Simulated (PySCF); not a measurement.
# BHCl2: spin-spin couplings and electronic excitations at several levels of theory, part 2 of 2

PySCF 2.14.0. Atoms count from 0.

### Step 11. TDDFT and polarisability: CAM-B3LYP/def2-SVPD

The job: settings as JSON, then the geometry in Å.

```
{"job": {"kind": "uv", "xc": "CAM-B3LYP", "basis": "def2-SVPD", "ip": true}, "charge": 0, "multiplicity": 1}
Cl    -1.498109    -0.743421    -0.007495
B      0.003834     0.133685    -0.013145
Cl     1.522288    -0.714293     0.002787
H     -0.007544     1.333579    -0.027847
```

Method: TDDFT CAM-B3LYP/def2-SVPD, vertical, gas phase, core orbitals frozen in the response.

What it wrote:

```text
coarse grid: 4960 points
cycle   1  E = -945.5068700053  dE =  2.407e-01  |g| = 2.960e-01  |ddm| = 2.107e+00
cycle   2  E = -945.5099004897  dE = -3.030e-03  |g| = 3.120e-01  |ddm| = 6.733e-01
cycle   3  E = -945.5371182816  dE = -2.722e-02  |g| = 1.265e-02  |ddm| = 3.541e-01
cycle   4  E = -945.5372246211  dE = -1.063e-04  |g| = 3.566e-03  |ddm| = 3.639e-02
cycle   5  E = -945.5372296483  dE = -5.027e-06  |g| = 1.082e-03  |ddm| = 6.841e-03
final grid: 40072 points
cycle   6  E = -945.6346655812  dE = -7.058e-06  |g| = 1.948e-03  |ddm| = 1.802e-02
cycle   7  E = -945.6346661425  dE = -5.613e-07  |g| = 1.192e-03  |ddm| = 3.764e-03
cycle   8  E = -945.6346664624  dE = -3.199e-07  |g| = 1.098e-04  |ddm| = 1.536e-03
cycle   9  E = -945.6346664658  dE = -3.361e-09  |g| = 5.843e-05  |ddm| = 2.020e-04
cycle  10  E = -945.6346664668  dE = -1.060e-09  |g| = 5.868e-06  |ddm| = 6.810e-05
cycle  11  E = -945.6346664668  dE = -1.796e-11  |g| = 1.895e-06  |ddm| = 9.852e-06
converged SCF energy = -945.6346664668

Static polarisability (au): isotropic 42.288, principal 32.744 39.632 54.489

Singlet excitations
state   eV       nm        f      main configurations
  1   5.8528    211.8   0.00116   H->L 0.99
  2   5.9940    206.8   0.00000   H-1->L 0.99
  3   7.0381    176.2   0.15694   H-2->L 0.95
  4   8.3037    149.3   0.03398   H-3->L 0.92
  5   8.6950    142.6   0.06739   H-1->L+1 0.80, H->L+2 0.13
  6   8.7382    141.9   0.05282   H->L+1 0.85
  7   8.8152    140.6   0.00257   H-5->L 0.98
  8   8.8563    140.0   0.00000   H-4->L 0.98
  9   9.0787    136.6   0.00000   H-2->L+1 0.88
 10   9.3924    132.0   0.08374   H->L+3 0.62, H-1->L+2 0.13, H->L+5 0.12

Triplet excitations (Tamm-Dancoff, eV): 5.4361 5.8158 5.9750 6.9312
Vertical ionisation energy (delta-SCF) = 11.9530 eV
Vertical electron affinity (delta-SCF) = -0.1375 eV
```

It took 19 s on 1 thread, shared host.

In short: HOMO -10.75 eV, LUMO -0.71 eV; lowest singlet 5.85 eV.

### Step 12. Ultraviolet spectrum: wB97X-D/def2-SVPD

The job: settings as JSON, then the geometry in Å.

```
{"job": {"kind": "uv", "xc": "wB97X-D", "basis": "def2-SVPD", "ip": true}, "charge": 0, "multiplicity": 1}
Cl    -1.498109    -0.743421    -0.007495
B      0.003834     0.133685    -0.013145
Cl     1.522288    -0.714293     0.002787
H     -0.007544     1.333579    -0.027847
```

Method: TDDFT wB97X-D/def2-SVPD, vertical, gas phase, core orbitals frozen in the response.

What it wrote:

```text
coarse grid: 4960 points
cycle   1  E = -945.4747112725  dE =  2.479e-01  |g| = 3.199e-01  |ddm| = 2.053e+00
cycle   2  E = -945.4863354314  dE = -1.162e-02  |g| = 2.999e-01  |ddm| = 6.921e-01
cycle   3  E = -945.5112823854  dE = -2.495e-02  |g| = 1.519e-02  |ddm| = 3.438e-01
cycle   4  E = -945.5114569522  dE = -1.746e-04  |g| = 3.213e-03  |ddm| = 5.001e-02
cycle   5  E = -945.5114638954  dE = -6.943e-06  |g| = 9.591e-04  |ddm| = 8.294e-03
final grid: 40072 points
cycle   6  E = -945.6175511744  dE = -3.388e-05  |g| = 4.168e-03  |ddm| = 3.055e-02
cycle   7  E = -945.6175535031  dE = -2.329e-06  |g| = 2.625e-03  |ddm| = 9.662e-03
cycle   8  E = -945.6175551973  dE = -1.694e-06  |g| = 4.416e-04  |ddm| = 3.322e-03
cycle   9  E = -945.6175552551  dE = -5.774e-08  |g| = 1.299e-04  |ddm| = 6.236e-04
cycle  10  E = -945.6175552606  dE = -5.583e-09  |g| = 1.056e-05  |ddm| = 2.287e-04
cycle  11  E = -945.6175552607  dE = -7.321e-11  |g| = 4.062e-06  |ddm| = 4.316e-05
converged SCF energy = -945.6175552607

Static polarisability (au): isotropic 41.872, principal 32.528 39.235 53.853

Singlet excitations
state   eV       nm        f      main configurations
  1   5.9170    209.5   0.00128   H->L 0.99
  2   6.0630    204.5   0.00000   H-1->L 0.99
  3   7.1217    174.1   0.15945   H-2->L 0.95
  4   8.2832    149.7   0.03897   H-3->L 0.94
  5   8.8711    139.8   0.00299   H-5->L 0.99
  6   8.9264    138.9   0.00000   H-4->L 0.98
  7   8.9294    138.8   0.06803   H-1->L+1 0.77, H->L+3 0.13
  8   8.9561    138.4   0.04854   H->L+1 0.84, H-1->L+3 0.09
  9   9.3154    133.1   0.00000   H-2->L+1 0.83
 10   9.5712    129.5   0.07849   H->L+2 0.62, H->L+5 0.15, H-1->L+3 0.09

Triplet excitations (Tamm-Dancoff, eV): 5.5453 5.9024 6.1051 6.9597
Vertical ionisation energy (delta-SCF) = 11.9363 eV
```

Wall time 14 s (1 thread, shared host).

Key values: HOMO -11.26 eV, LUMO 0.03 eV; lowest singlet 5.92 eV.

### Step 13. Ultraviolet spectrum: LC-wPBE/def2-SVPD

The job: settings as JSON, then the geometry in Å.

```
{"job": {"kind": "uv", "xc": "LC-wPBE", "basis": "def2-SVPD", "ip": true}, "charge": 0, "multiplicity": 1}
Cl    -1.498109    -0.743421    -0.007495
B      0.003834     0.133685    -0.013145
Cl     1.522288    -0.714293     0.002787
H     -0.007544     1.333579    -0.027847
```

Level: TDDFT LC-wPBE/def2-SVPD, vertical, gas phase, core orbitals frozen in the response.

What it wrote:

```text
coarse grid: 4960 points
cycle   1  E = -945.1667705081  dE =  2.753e-01  |g| = 3.610e-01  |ddm| = 2.060e+00
cycle   2  E = -945.1913108498  dE = -2.454e-02  |g| = 2.853e-01  |ddm| = 7.156e-01
cycle   3  E = -945.2137665412  dE = -2.246e-02  |g| = 2.028e-02  |ddm| = 3.397e-01
cycle   4  E = -945.2140803982  dE = -3.139e-04  |g| = 3.746e-03  |ddm| = 6.571e-02
cycle   5  E = -945.2140922414  dE = -1.184e-05  |g| = 7.707e-04  |ddm| = 1.157e-02
cycle   6  E = -945.2140927167  dE = -4.753e-07  |g| = 2.269e-04  |ddm| = 2.081e-03
final grid: 40072 points
cycle   7  E = -945.3512486361  dE = -1.130e-05  |g| = 1.698e-03  |ddm| = 1.365e-02
cycle   8  E = -945.3512491789  dE = -5.428e-07  |g| = 1.161e-03  |ddm| = 3.192e-03
cycle   9  E = -945.3512495359  dE = -3.569e-07  |g| = 1.324e-04  |ddm| = 1.384e-03
cycle  10  E = -945.3512495509  dE = -1.504e-08  |g| = 4.940e-05  |ddm| = 3.166e-04
cycle  11  E = -945.3512495528  dE = -1.905e-09  |g| = 1.300e-05  |ddm| = 1.162e-04
cycle  12  E = -945.3512495529  dE = -1.369e-10  |g| = 2.631e-06  |ddm| = 3.326e-05
converged SCF energy = -945.3512495529

Static polarisability (au): isotropic 41.114, principal 32.011 38.513 52.818

Singlet excitations
state   eV       nm        f      main configurations
  1   6.0103    206.3   0.00150   H->L 0.98
  2   6.2783    197.5   0.00000   H-1->L 0.98
  3   7.3005    169.8   0.16839   H-2->L 0.95
  4   8.5963    144.2   0.04235   H-3->L 0.93
  5   9.0735    136.6   0.00342   H-5->L 0.97
  6   9.1031    136.2   0.00000   H-4->L 0.97
  7   9.2961    133.4   0.05723   H-1->L+1 0.62, H->L+2 0.17
  8   9.3411    132.7   0.05507   H->L+1 0.74, H-1->L+2 0.13
  9   9.6960    127.9   0.00000   H-2->L+1 0.70, H-2->L+8 0.09
 10   9.8398    126.0   0.05648   H->L+3 0.39, H->L+5 0.22, H-1->L+2 0.09

Triplet excitations (Tamm-Dancoff, eV): 5.4942 6.0840 6.1992 7.0955
Vertical ionisation energy (delta-SCF) = 12.2534 eV
```

Wall time 20 s (1 thread, shared host).

This run: HOMO -12.18 eV, LUMO 0.43 eV; lowest singlet 6.01 eV.

### Step 14. Excited states and response: PBE0/6-31G*

The job: settings as JSON, then the geometry in Å.

```
{"job": {"kind": "uv", "xc": "PBE0", "basis": "6-31G*"}, "charge": 0, "multiplicity": 1}
Cl    -1.498109    -0.743421    -0.007495
B      0.003834     0.133685    -0.013145
Cl     1.522288    -0.714293     0.002787
H     -0.007544     1.333579    -0.027847
```

With the program's defaults for keys left out, this is: TDDFT PBE0/6-31G*, vertical, gas phase, core orbitals frozen in the response.

What it wrote:

```text
coarse grid: 4960 points
cycle   1  E = -945.5534354250  dE =  2.340e-01  |g| = 2.289e-01  |ddm| = 2.000e+00
cycle   2  E = -945.5457721521  dE =  7.663e-03  |g| = 2.898e-01  |ddm| = 6.286e-01
cycle   3  E = -945.5702825454  dE = -2.451e-02  |g| = 2.237e-02  |ddm| = 3.575e-01
cycle   4  E = -945.5704262714  dE = -1.437e-04  |g| = 6.050e-03  |ddm| = 3.705e-02
cycle   5  E = -945.5704373381  dE = -1.107e-05  |g| = 5.159e-04  |ddm| = 8.812e-03
cycle   6  E = -945.5704374283  dE = -9.020e-08  |g| = 1.510e-04  |ddm| = 1.273e-03
final grid: 40072 points
cycle   7  E = -945.5435519135  dE = -6.358e-06  |g| = 2.071e-03  |ddm| = 9.480e-03
cycle   8  E = -945.5435522588  dE = -3.453e-07  |g| = 1.941e-03  |ddm| = 5.072e-03
cycle   9  E = -945.5435533754  dE = -1.117e-06  |g| = 3.739e-04  |ddm| = 2.487e-03
cycle  10  E = -945.5435534173  dE = -4.192e-08  |g| = 5.069e-05  |ddm| = 5.761e-04
cycle  11  E = -945.5435534180  dE = -7.251e-10  |g| = 7.239e-06  |ddm| = 6.008e-05
converged SCF energy = -945.5435534180

Static polarisability (au): isotropic 30.586, principal 16.995 28.041 46.722

Singlet excitations
state   eV       nm        f      main configurations
  1   5.8068    213.5   0.00139   H->L 1.00
  2   5.9165    209.6   0.00000   H-1->L 1.00
  3   7.0526    175.8   0.16426   H-2->L 0.96
  4   8.2383    150.5   0.04543   H-3->L 0.96
  5   8.7451    141.8   0.00189   H-5->L 1.00
  6   8.7970    140.9   0.00000   H-4->L 0.99
  7   9.7840    126.7   0.02459   H->L+1 0.98
  8   9.8527    125.8   0.04596   H-1->L+1 0.88, H->L+2 0.10
  9  10.0795    123.0   0.00000   H-2->L+1 0.99
 10  10.9610    113.1   0.00331   H-1->L+2 0.98

Triplet excitations (Tamm-Dancoff, eV): 5.3829 5.7226 5.9061 6.6874
```

It took 2.3 s on 1 thread, shared host.

In short: HOMO -9.25 eV, LUMO -1.67 eV; lowest singlet 5.81 eV.

### Step 15. Side by side: spin-spin couplings

Couplings (Hz), each a mean over the pairs like the one named, with basis size and wall time:

```
          run  B1–H3  functions   time
B3LYP/cc-pVTZ  208.0        112  5.1 s
 B3LYP/6-31G*  214.8         52  2.2 s
```

### Step 16. Comparing the runs: electronic excitations

Excitations and ground-state properties, with basis size and wall time:

| run | lowest singlet (eV) | brightest (eV) | f | gap (eV) | α (Å³) | μ (D) | functions | time |
| --- | --- | --- | --- | --- | --- | --- | --- | --- |
| HF/def2-SVPD | 7.06 | 8.42 | 0.164 | 14.48 | 5.82 | 0.76 | 82 | 2.4 s |
| LDA/def2-SVPD | 5.12 | 6.38 | 0.143 | 4.95 | 6.63 | 0.40 | 82 | 20 s |
| PBE/def2-SVPD | 5.25 | 6.44 | 0.141 | 5.11 | 6.57 | 0.39 | 82 | 26 s |
| B3LYP/def2-SVPD | 5.66 | 6.80 | 0.148 | 7.04 | 6.37 | 0.49 | 82 | 16 s |
| PBE0/def2-SVPD | 5.73 | 6.93 | 0.154 | 7.48 | 6.29 | 0.51 | 82 | 15 s |
| BHandHLYP/def2-SVPD | 6.20 | 7.39 | 0.157 | 9.88 | 6.10 | 0.61 | 82 | 12 s |
| CAM-B3LYP/def2-SVPD | 5.85 | 7.04 | 0.157 | 10.04 | 6.27 | 0.55 | 82 | 19 s |
| wB97X-D/def2-SVPD | 5.92 | 7.12 | 0.159 | 11.28 | 6.20 | 0.58 | 82 | 14 s |
| LC-wPBE/def2-SVPD | 6.01 | 7.30 | 0.168 | 12.61 | 6.09 | 0.59 | 82 | 20 s |
| PBE0/6-31G* | 5.81 | 7.05 | 0.164 | 7.58 | 4.53 | 0.57 | 52 | 2.3 s |

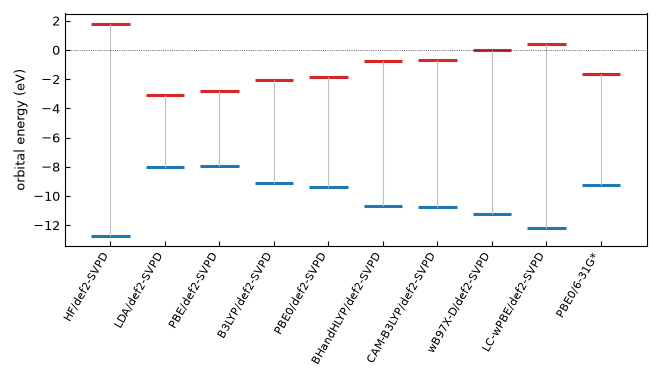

HOMO (blue) and LUMO (red) run by run.

### Step 17. Outcome

This closing draws on all 2 parts.

```
                                     quantity                        value
                                  point group                          C2v
         rotational constants (main isotopes)        46.60, 3.17, 2.97 GHz
largest coupling of the table (B3LYP/cc-pVTZ)      1J(B,H) B1–H3, 208.0 Hz
                lowest singlet (HF/def2-SVPD)  7.06 eV (176 nm), f = 0.002
     brightest single state of those computed  state 3, 8.42 eV, f = 0.164
                               lowest triplet                      6.37 eV
      range of J(B1,H3), mean over like pairs            208.0 to 214.8 Hz
                  range of the lowest singlet              5.12 to 7.06 eV
```

Single values in the summary come from the first run of each kind that ended normally (B3LYP/cc-pVTZ; HF/def2-SVPD), which need not be the best level. The optimisation took 7 steps and gained 0.052 eV; among the close pairs (by a distance rule), B1–Cl2 changed most, from 1.701 to 1.739 Å. In the run at B3LYP/cc-pVTZ, the largest coupling of the table is B1–H3, 208.0 Hz, of which the Fermi-contact term gives 206.9 Hz. The first singlet state (HOMO→LUMO+1 0.91) lies at 7.06 eV and is weak; of the 10 states computed, the strongest absorption comes from state 3 at 8.42 eV (the last state computed is bright too, and its partners may lie past the list). The lowest triplet lies 0.69 eV below the lowest singlet (triplets in Tamm-Dancoff, singlets in full TDDFT). The coupling B1–H3, as a mean over pairs of its kind, runs from 208.0 Hz (B3LYP/cc-pVTZ) to 214.8 Hz (B3LYP/6-31G*). The lowest singlet runs from 5.12 eV (LDA/def2-SVPD) to 7.06 eV (HF/def2-SVPD), while the orbital gap spans 4.95 to 14.48 eV. The lowest state need not be the same one in every run. The runs solved for a few states only, so the brightest column depends on that window. Couplings from bases without tight functions are rough.
